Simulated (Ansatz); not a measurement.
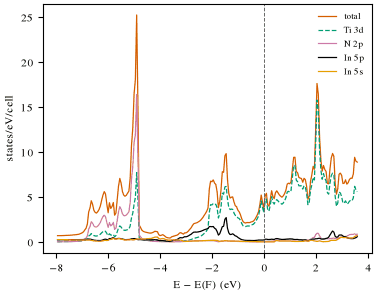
Figure. Total and projected density of states of Ti2InN in space group P6_3/mmc (No. 194; Ti on 4f, In on 2c, N on 2a), PBEsol in the plane-wave PAW code Ansatz

Task: Which orbitals carry the states next to the Fermi level?

Result: Within 0.5 eV of the Fermi level: Ti 3d 87 %, In 5p 6 %. Projections are on Löwdin-orthogonalised atomic valence shells; empty p or d shells of many metals are not among them.

Task: Where is the tallest occupied peak in this window, and what makes it?

Result: Near -4.9 eV, about 25 states/eV per cell; the largest projected share is N 2p.

The workflow started from a Materials Project entry (that database holds measured and hypothetical structures alike); the Crystallography Open Database copy checked does not list it. Its standing as an ambient phase is unchecked. Symmetry was held in the PBEsol relaxation; its stability against distortions is not shown here. No spin polarisation was allowed. Spin–orbit coupling is left out wherever it is not named.

Potentials: the later of the program's two PAW sets.
